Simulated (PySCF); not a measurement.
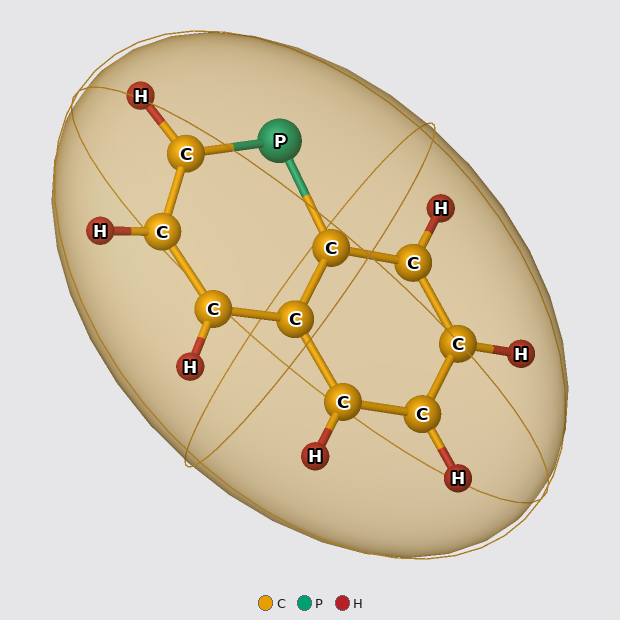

The ellipsoid shows the static dipole polarisability: its half-axes are proportional to the principal values. The geometry was computed by an optimisation with PBE0-D3(BJ)/def2-SVP. No frequency run is at hand to confirm it as a minimum. Computed with CAM-B3LYP/def2-SVPD in cyclohexane (IEF-PCM) (PySCF 2.14.0).

Question. Give the principal values, the mean and the anisotropy.

Answer. Principal values 79.3, 166.9, 213.5 bohr³; mean 153.3 bohr³ (22.71 Å³); anisotropy 118.0 bohr³, so the longest axis is 2.69 times the shortest.
